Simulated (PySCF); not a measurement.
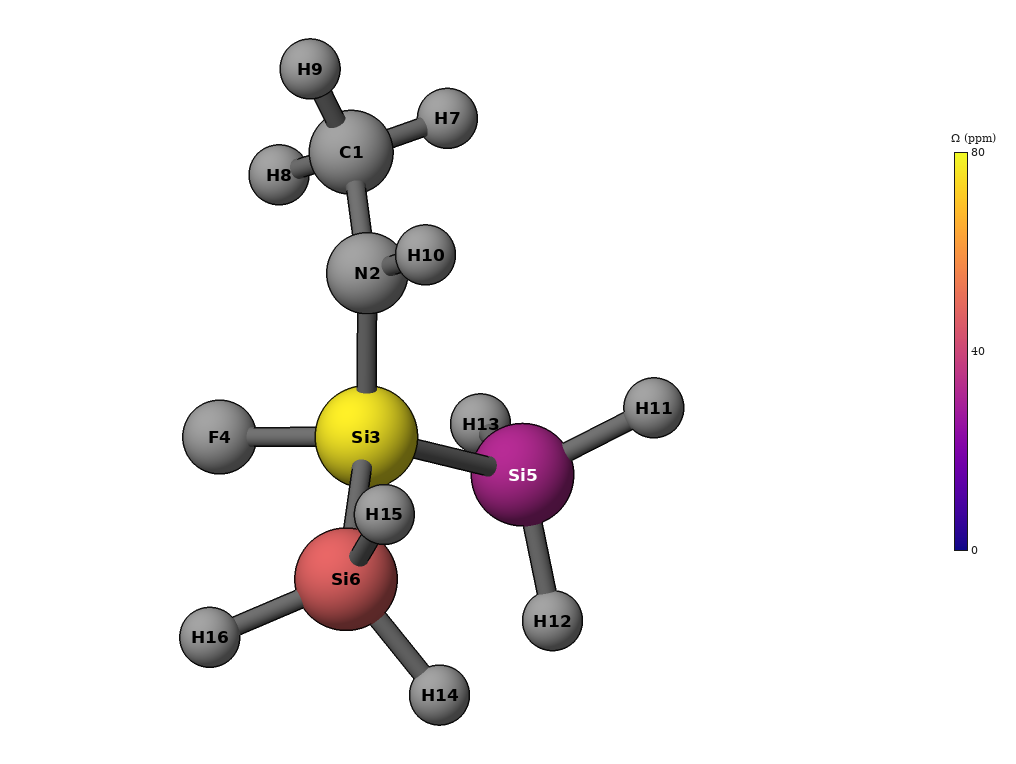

The Si atoms are coloured by the span of their shielding tensor. The computed structure is the end point of a GFN2-xTB optimisation. No frequency run is at hand to confirm it as a minimum. Method: GIAO PBE0/pcSseg-1 NMR shielding, non-relativistic, gas phase (PySCF 2.14.0). Principal shieldings σ11 ≤ σ22 ≤ σ33, span Ω = σ33 − σ11, skew κ = 3(σiso − σ22)/Ω.

Which Si atom has the most anisotropic shielding?

Si3, with a span of 77 ppm.

Give the shielding tensors of the Si atoms.

```tsv
atom	σ11	σ22	σ33	σiso	Ω	κ
Si3	273.9	327.8	350.5	317.4	76.6	−0.41
Si5	453.3	475.3	485.4	471.3	32.1	−0.37
Si6	438.2	471.3	485.8	465.1	47.6	−0.39
```

Shieldings and span in ppm.

The geometry is semi-empirical. Around Si such bond lengths and angles can be off by a tenth of an ångström or more and by several degrees, and values that hang on the shape move with them.
